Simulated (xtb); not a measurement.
# Si2H2SF3: geometry relaxation (part 3 of 4)

The same run, continued: Si2H2SF3, multiplicity 2; GFN1-xTB (xtb 6.7.1). The geometry comes from this level: GFN2-xTB.

Geometry of the input (Å):
```
F  0.9765  -1.1674  1.2600
Si 1.1323  -0.7523  -0.2637
F  0.4294  -1.9526  -1.0239
F  2.6726  -0.8654  -0.5840
S  0.3433  1.1248  -0.7122
Si -1.6587  0.8571  0.1248
H  -1.5332  0.7288  1.5693
H  -2.3622  2.0270  -0.3703
```

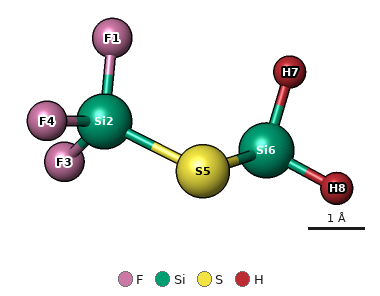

Figure 1. The geometry at step 2 of the log (ball-and-stick view, seen at a tilt; atoms are numbered from 1 in the order of the input).

Log, continued:
```
 iter      E             dE          RMSdq      gap      omega  full diag
   1    -24.2251628 -0.242252E+02  0.152E-03    3.22       0.0  T
   2    -24.2251629 -0.289424E-07  0.546E-04    3.22      64.8  T
   3    -24.2251629 -0.131146E-08  0.377E-04    3.22      93.9  T
   4    -24.2251629 -0.187904E-08  0.156E-04    3.22     226.5  T
   5    -24.2251629 -0.529994E-10  0.507E-05    3.22     696.9  T
     SCC iter.                  ...        0 min,  0.003 sec
     gradient                   ...        0 min,  0.009 sec
 * total energy  :   -24.1419737 Eh     change       -0.1703316E-05 Eh
   gradient norm :     0.0003477 Eh/α   predicted     0.0000000E+00 (-100.00%)
   displ. norm   :     0.0065740 α      lambda       -0.4402459E-06
   maximum displ.:     0.0054107 α      in ANC's #3, #2, #1, ...

........................................................................
.............................. CYCLE   22 ..............................
........................................................................

 iter      E             dE          RMSdq      gap      omega  full diag
   1    -24.2252238 -0.242252E+02  0.144E-03    3.22       0.0  T
   2    -24.2252239 -0.134789E-07  0.759E-04    3.22      46.6  T
   3    -24.2252239  0.250118E-09  0.566E-04    3.22      62.5  T
   4    -24.2252239 -0.287111E-08  0.214E-04    3.22     165.4  T
   5    -24.2252239 -0.720988E-10  0.686E-05    3.22     515.2  T
   6    -24.2252239 -0.543245E-10  0.209E-05    3.22    1689.8  T
     SCC iter.                  ...        0 min,  0.003 sec
     gradient                   ...        0 min,  0.010 sec
 * total energy  :   -24.1419740 Eh     change       -0.3264301E-06 Eh
   gradient norm :     0.0002391 Eh/α   predicted    -0.2200107E-06 ( -32.60%)
   displ. norm   :     0.0097341 α      lambda       -0.4474553E-06
   maximum displ.:     0.0079019 α      in ANC's #3, #2, #1, ...

........................................................................
.............................. CYCLE   23 ..............................
........................................................................

 iter      E             dE          RMSdq      gap      omega  full diag
   1    -24.2252296 -0.242252E+02  0.154E-03    3.22       0.0  T
   2    -24.2252296 -0.430169E-08  0.846E-04    3.22      41.8  T
   3    -24.2252296  0.305194E-08  0.526E-04    3.22      67.3  T
   4    -24.2252296 -0.476025E-08  0.725E-05    3.22     487.6  T
   5    -24.2252296 -0.308482E-10  0.158E-05    3.22    2237.8  T
     SCC iter.                  ...        0 min,  0.003 sec
     gradient                   ...        0 min,  0.008 sec
 * total energy  :   -24.1419744 Eh     change       -0.3643682E-06 Eh
   gradient norm :     0.0001794 Eh/α   predicted    -0.2223194E-06 ( -38.98%)
   displ. norm   :     0.0086596 α      lambda       -0.3012907E-06
   maximum displ.:     0.0062941 α      in ANC's #3, #2, #1, ...

........................................................................
.............................. CYCLE   24 ..............................
........................................................................

 iter      E             dE          RMSdq      gap      omega  full diag
   1    -24.2252035 -0.242252E+02  0.161E-03    3.22       0.0  T
   2    -24.2252036 -0.131097E-07  0.735E-04    3.22      48.1  T
   3    -24.2252036 -0.591115E-09  0.556E-04    3.22      63.6  T
   4    -24.2252036 -0.230042E-08  0.216E-04    3.22     164.0  T
   5    -24.2252036 -0.205908E-09  0.594E-05    3.22     595.1  T
   6    -24.2252036 -0.441034E-10  0.190E-05    3.22    1859.1  T
     SCC iter.                  ...        0 min,  0.003 sec
     gradient                   ...        0 min,  0.007 sec
 * total energy  :   -24.1419745 Eh     change       -0.1518591E-06 Eh
   gradient norm :     0.0001997 Eh/α   predicted    -0.1494296E-06 (  -1.60%)
   displ. norm   :     0.0029412 α      lambda       -0.1007483E-06
   maximum displ.:     0.0017616 α      in ANC's #1, #3, #2, ...

........................................................................
.............................. CYCLE   25 ..............................
........................................................................

 iter      E             dE          RMSdq      gap      omega  full diag
   1    -24.2252094 -0.242252E+02  0.107E-03    3.22       0.0  T
   2    -24.2252094 -0.154829E-08  0.491E-04    3.22      72.1  T
   3    -24.2252094  0.372427E-09  0.273E-04    3.22     129.5  T
   4    -24.2252094 -0.662574E-09  0.792E-05    3.22     446.2  T
   5    -24.2252094 -0.429132E-10  0.339E-05    3.22    1042.4  T
     SCC iter.                  ...        0 min,  0.003 sec
     gradient                   ...        0 min,  0.009 sec
 * total energy  :   -24.1419746 Eh     change       -0.9892596E-07 Eh
   gradient norm :     0.0000897 Eh/α   predicted    -0.5162082E-07 ( -47.82%)
   displ. norm   :     0.0041803 α      lambda       -0.5348506E-07
   maximum displ.:     0.0027627 α      in ANC's #1, #2, #3, ...

   *** GEOMETRY OPTIMIZATION CONVERGED AFTER 25 ITERATIONS ***

------------------------------------------------------------------------
 total energy gain   :        -0.0066044 Eh       -4.1443 kcal/mol
 total RMSD          :         0.6516669 a0        0.3448 Å
 total power (kW/mol):        -0.6935931 (step)  -38.8354 (real)
------------------------------------------------------------------------

 ANCopt (total)                0 d,  0 h,  0 min,  0.447 sec
 optimizer setup                ...        0 min,  0.000 sec (  0.021%)
 model hessian                  ...        0 min,  0.001 sec (  0.126%)
 ANC generation                 ...        0 min,  0.000 sec (  0.066%)
 coordinate transformation      ...        0 min,  0.000 sec (  0.047%)
 single point calculation       ...        0 min,  0.439 sec ( 98.333%)
 optimization log               ...        0 min,  0.002 sec (  0.492%)
 hessian update                 ...        0 min,  0.000 sec (  0.051%)
 rational function              ...        0 min,  0.002 sec (  0.558%)

================
 final structure:
================
8
 xtb: 6.7.1
F            1.16912913643929       -1.45041936678064        1.21437842253480
Si           1.19292915058484       -0.91439588852600       -0.27415706672990
F            0.77433393149816       -2.13897249782042       -1.18623786309742
F            2.69665406306516       -0.58621804900632       -0.62654305493537
S            0.07400620233536        0.80485830862433       -0.62399650432773
Si          -1.87736352337179        0.93133034848583        0.16092854223876
H           -1.83988214563371        1.05831530821987        1.62740319526041
H           -2.18980681491712        2.29550183680282       -0.29177567094331

 Bond Distances (Angstroems)
 ---------------------------
F1-Si2=1.5823        Si2-F1=1.5823        Si2-F3=1.5833        Si2-F4=1.5789        Si2-S5=2.0809        F3-Si2=1.5833
F4-Si2=1.5789        S5-Si2=2.0809        S5-Si6=2.1071        Si6-S5=2.1071        Si6-H7=1.4724        Si6-H8=1.4709
H7-Si6=1.4724        H8-Si6=1.4709
 Si H  Rav=1.4717 sigma=0.0008  Rmin=1.4709  Rmax=1.4724     2
 Si F  Rav=1.5815 sigma=0.0018  Rmin=1.5789  Rmax=1.5833     3
 S  Si Rav=2.0940 sigma=0.0131  Rmin=2.0809  Rmax=2.1071     2

 selected bond angles (degree)
 --------------------
F3-Si2-F1=106.02               F4-Si2-F1=107.14               F4-Si2-F3=106.50               S5-Si2-F1=115.46
S5-Si2-F3=113.58               S5-Si2-F4=107.63               Si6-S5-Si2=119.01              H7-Si6-S5=110.65
H8-Si6-S5= 97.92               H8-Si6-H7=103.41

 selected dihedral angles (degree)
 ---------------------------------
Si6-S5-Si2-F1=314.41          Si6-S5-Si2-F3= 77.18          Si6-S5-Si2-F4=194.82          H7-Si6-S5-Si2= 69.93
H8-Si6-S5-Si2=177.55
           -------------------------------------------------
          |                Final Singlepoint                |
           -------------------------------------------------

          ...................................................
          :                      SETUP                      :
          :.................................................:
          :  # basis functions                  46          :
          :  # atomic orbitals                  43          :
          :  # shells                           19          :
          :  # electrons                        37          :
          :  # halogen bonds                     0          :
          :  max. iterations                   250          :
          :  Hamiltonian                  GFN1-xTB          :
          :  restarted?                      false          :
          :  GBSA solvation                  false          :
          :  PC potential                    false          :
          :  electronic temp.          300.0000000     K    :
          :  accuracy                    1.0000000          :
          :  -> integral cutoff          0.2500000E+02      :
          :  -> integral neglect         0.1000000E-07      :
          :  -> SCF convergence          0.1000000E-05 Eh   :
          :  -> wf. convergence          0.2000000E-04 e    :
          :  Broyden damping             0.4000000          :
          :  net charge                          0          :
          :  unpaired electrons                  1          :
          ...................................................

 iter      E             dE          RMSdq      gap      omega  full diag
   1    -24.2252094 -0.242252E+02  0.126E-05    3.22       0.0  T
   2    -24.2252094 -0.209610E-12  0.638E-06    3.22    5543.9  T
   3    -24.2252094  0.568434E-13  0.346E-06    3.22   10222.2  T

   *** convergence criteria satisfied after 3 iterations ***

         #    Occupation            Energy/Eh            Energy/eV
      -------------------------------------------------------------
         1        2.0000           -0.8718460             -23.7241
       ...           ...                  ...                  ...
        13        2.0000           -0.5316110             -14.4659
        14        2.0000           -0.5296143             -14.4115
        15        2.0000           -0.4956298             -13.4868
        16        2.0000           -0.4677140             -12.7271
        17        2.0000           -0.4627770             -12.5928
        18        2.0000           -0.4485431             -12.2055
        19        1.0000           -0.3328000              -9.0559 (HOMO)
        20                         -0.2145614              -5.8385 (LUMO)
        21                         -0.1876718              -5.1068
        22                         -0.1597638              -4.3474
        23                         -0.1463595              -3.9826
        24                         -0.1063718              -2.8945
       ...                                ...                  ...
        43                          1.3637088              37.1084
      -------------------------------------------------------------
                  HL-Gap            0.1182385 Eh            3.2174 eV
             Fermi-level           -0.3321761 Eh           -9.0390 eV

 SCC (total)                   0 d,  0 h,  0 min,  0.016 sec
 SCC setup                      ...        0 min,  0.000 sec (  0.649%)
 Dispersion                     ...        0 min,  0.000 sec (  0.232%)
 classical contributions        ...        0 min,  0.000 sec (  0.098%)
 integral evaluation            ...        0 min,  0.005 sec ( 34.305%)
 iterations                     ...        0 min,  0.002 sec (  9.914%)
 molecular gradient             ...        0 min,  0.008 sec ( 52.971%)
 printout                       ...        0 min,  0.000 sec (  1.731%)

         :::::::::::::::::::::::::::::::::::::::::::::::::::::
         ::                     SUMMARY                     ::
         :::::::::::::::::::::::::::::::::::::::::::::::::::::
         :: total energy             -24.141974606677 Eh    ::
         :: gradient norm              0.000219650586 Eh/a0 ::
         :: HOMO-LUMO gap              3.217434416779 eV    ::
         ::.................................................::
         :: SCC energy               -24.225209357249 Eh    ::
         :: -> electrostatic           0.034672218503 Eh    ::
         :: repulsion energy           0.086428023841 Eh    ::
         :: dispersion energy         -0.003193273269 Eh    ::
         :: halogen bond corr.         0.000000000000 Eh    ::
         :: add. restraining           0.000000000000 Eh    ::
         :: total charge              -0.000000000000 e     ::
         :::::::::::::::::::::::::::::::::::::::::::::::::::::

           -------------------------------------------------
          |                Property Printout                |
           -------------------------------------------------

    * Orbital Energies and Occupations

         #    Occupation            Energy/Eh            Energy/eV
      -------------------------------------------------------------
         1        2.0000           -0.8718460             -23.7241
       ...           ...                  ...                  ...
         7        2.0000           -0.5669593             -15.4277
         8        2.0000           -0.5668835             -15.4257
         9        2.0000           -0.5648458             -15.3702
        10        2.0000           -0.5515483             -15.0084
        11        2.0000           -0.5514571             -15.0059
        12        2.0000           -0.5320545             -14.4779
        13        2.0000           -0.5316110             -14.4659
        14        2.0000           -0.5296143             -14.4115
        15        2.0000           -0.4956298             -13.4868
        16        2.0000           -0.4677140             -12.7271
        17        2.0000           -0.4627770             -12.5928
        18        2.0000           -0.4485431             -12.2055
        19        1.0000           -0.3328000              -9.0559 (HOMO)
        20                         -0.2145614              -5.8385 (LUMO)
        21                         -0.1876718              -5.1068
        22                         -0.1597638              -4.3474
        23                         -0.1463595              -3.9826
        24                         -0.1063718              -2.8945
        25                         -0.1005452              -2.7360
        26                         -0.0642151              -1.7474
        27                         -0.0603513              -1.6422
        28                         -0.0519849              -1.4146
        29                         -0.0414555              -1.1281
        30                         -0.0301768              -0.8212
       ...                                ...                  ...
        43                          1.3637088              37.1084
      -------------------------------------------------------------
                  HL-Gap            0.1182385 Eh            3.2174 eV
             Fermi-level           -0.3321761 Eh           -9.0390 eV

  Mulliken/CM5 charges         n(s)   n(p)   n(d)
     1F    -0.21612 -0.19249   1.755  5.462  0.000
     2Si    0.65241  0.55201   0.870  1.221  1.256
     3F    -0.21709 -0.19352   1.755  5.462  0.000
     4F    -0.21128 -0.18754   1.754  5.457  0.000
     5S    -0.10721 -0.05419   1.865  4.245 -0.002
     6Si    0.22916  0.03773   1.410  1.822  0.539
     7H    -0.06256  0.02082   1.063  0.000  0.000
     8H    -0.06731  0.01717   1.067  0.000  0.000

Wiberg/Mayer (AO) data.
largest (>0.10) Wiberg bond orders for each atom

 ---------------------------------------------------------------------------
     #   Z sym  total        # sym  WBO       # sym  WBO       # sym  WBO
 ---------------------------------------------------------------------------
     1   9 F    1.334 --     2 Si   1.240
     2  14 Si   5.092 --     4 F    1.253     1 F    1.240     3 F    1.239
                             5 S    1.213     6 Si   0.133
     3   9 F    1.332 --     2 Si   1.239
     4   9 F    1.340 --     2 Si   1.253
     5  16 S    2.606 --     6 Si   1.266     2 Si   1.213
     6  14 Si   3.331 --     5 S    1.266     7 H    0.951     8 H    0.950
                             2 Si   0.133
     7   1 H    1.005 --     6 Si   0.951
     8   1 H    1.005 --     6 Si   0.950
 ---------------------------------------------------------------------------

Topologies differ in total number of bonds
Writing topology from bond orders to xtbtopo.mol

 dipole moment from electron density (au)
     X       Y       Z
  -0.8289   0.2603   0.0563  total (Debye):    2.213

           -------------------------------------------------
          |                Geometry Summary                 |
           -------------------------------------------------

      molecular mass/u    :      147.2468758
   center of mass at/Å    :        0.4566715      -0.3372992      -0.2255454
  moments of inertia/u·Å² :        0.1487258E+03   0.4701677E+03   0.4945071E+03
rotational constants/cm⁻¹ :        0.1133470E+00   0.3585451E-01   0.3408977E-01

 * 7 selected distances

     #   Z          #   Z                                           value/Å
     1   9 F        2  14 Si                                      1.5822850
     2  14 Si       3   9 F                                       1.5832567
     2  14 Si       4   9 F                                       1.5789445
     2  14 Si       5  16 S                                       2.0809161
     5  16 S        6  14 Si                                      2.1071182 (max)
     6  14 Si       7   1 H                                       1.4724396
     6  14 Si       8   1 H                                       1.4708930 (min)

 * 3 distinct bonds (by element types)

   Z      Z             #   av. dist./Å        max./Å        min./Å
   1 H   14 Si          2     1.4716663     1.4724396     1.4708930
   9 F   14 Si          3     1.5814954     1.5832567     1.5789445
  14 Si  16 S           2     2.0940172     2.1071182     2.0809161

optimized geometry written to: xtbopt.xyz

           -------------------------------------------------
          | TOTAL ENERGY              -24.141974606677 Eh   |
          | GRADIENT NORM               0.000219650586 Eh/α |
          | HOMO-LUMO GAP               3.217434416779 eV   |
           -------------------------------------------------

------------------------------------------------------------------------
------------------------------------------------------------------------
 total:
 *  cpu-time:     0 d,  0 h,  0 min,  0.499 sec
 * ratio c/w:     1.000 speedup
 SCF:
 *  cpu-time:     0 d,  0 h,  0 min,  0.021 sec
 * ratio c/w:     0.993 speedup
 ANC optimizer:
 *  cpu-time:     0 d,  0 h,  0 min,  0.464 sec
 * ratio c/w:     1.000 speedup
```

File xtbopt.xyz:
```
8
 energy: -24.141974606677 gnorm: 0.000219650586 xtb: 6.7.1
F            1.16912913643929       -1.45041936678064        1.21437842253480
Si           1.19292915058484       -0.91439588852600       -0.27415706672990
F            0.77433393149816       -2.13897249782042       -1.18623786309742
F            2.69665406306516       -0.58621804900632       -0.62654305493537
S            0.07400620233536        0.80485830862433       -0.62399650432773
Si          -1.87736352337179        0.93133034848583        0.16092854223876
H           -1.83988214563371        1.05831530821987        1.62740319526041
H           -2.18980681491712        2.29550183680282       -0.29177567094331
```

Standard error:
```
normal termination of xtb
```

Trajectory as extended XYZ (Å, eV, eV/Å), 23 of the 25 frames kept, from step=0 to step=24:
```
8
Properties=species:S:1:pos:R:3 step=0 energy=-656.75688
F     0.9765   -1.1674    1.2600
Si    1.1323   -0.7523   -0.2637
F     0.4294   -1.9526   -1.0239
F     2.6726   -0.8654   -0.5840
S     0.3433    1.1248   -0.7122
Si   -1.6587    0.8571    0.1248
H    -1.5332    0.7288    1.5693
H    -2.3622    2.0270   -0.3703
8
Properties=species:S:1:pos:R:3 step=1 energy=-656.85662
F     0.9846   -1.1876    1.2716
Si    1.1076   -0.7573   -0.2520
F     0.4332   -1.9624   -1.0333
F     2.6480   -0.8134   -0.5973
S     0.2898    1.1200   -0.6754
Si   -1.6493    0.7375    0.0568
H    -1.5470    0.8308    1.5340
H    -2.2668    2.0325   -0.3045
8
Properties=species:S:1:pos:R:3 step=2 energy=-656.88378
F     0.9980   -1.2046    1.2696
Si    1.1197   -0.7802   -0.2555
F     0.4647   -1.9879   -1.0507
F     2.6622   -0.8015   -0.6012
S     0.3144    1.0888   -0.7117
Si   -1.6181    0.7974    0.0760
H    -1.6250    0.8454    1.5551
H    -2.3159    2.0426   -0.2816
8
Properties=species:S:1:pos:R:3 step=3 energy=-656.89360
F     1.0118   -1.2286    1.2661
Si    1.1307   -0.7983   -0.2567
F     0.4942   -2.0048   -1.0694
F     2.6745   -0.7862   -0.6040
S     0.3024    1.0699   -0.6997
Si   -1.6685    0.8064    0.0899
H    -1.6330    0.8693    1.5616
H    -2.3120    2.0723   -0.2879
```
